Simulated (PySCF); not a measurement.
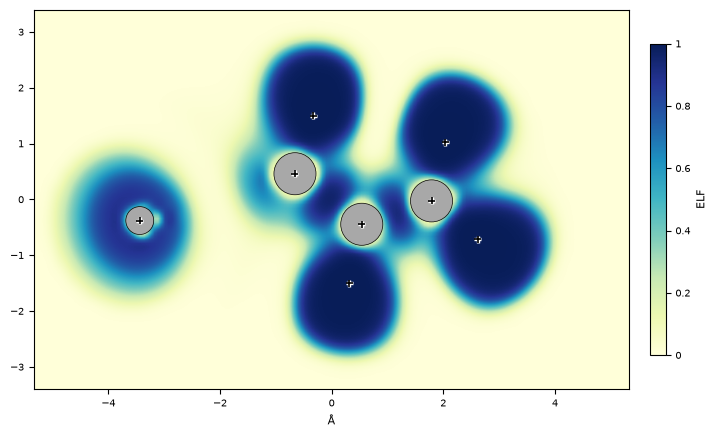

The electron localisation function on a plane through atoms (crosses mark nuclei in the plane; grey discs cover the cores).

These are results of PBE0/pcSseg-1, SCF density, gas phase, non-relativistic in PySCF 2.14.0, not measurements.

Candidates:
A. C₃H₁₀OS₂Si₂ (SMILES CC(=S)O[SiH2]SC[SiH3])
B. C₆H₉NOSi (SMILES N#C/C=C/C(=O)CC[SiH3])
C. C₅H₇F (SMILES C=CC/C=C\F)

Which system is this?

Answer. Candidate C: C₅H₇F on the plane of atoms C2, C3 and H10, which holds C, F and H. C–C (1.32 Å): the ELF peaks at about 0.90 between the atoms (a multiple bond). C–H (1.08 Å): the ELF climbs to about 1 towards the hydrogen, as it does in any bond to H: a covalent bond by its length.
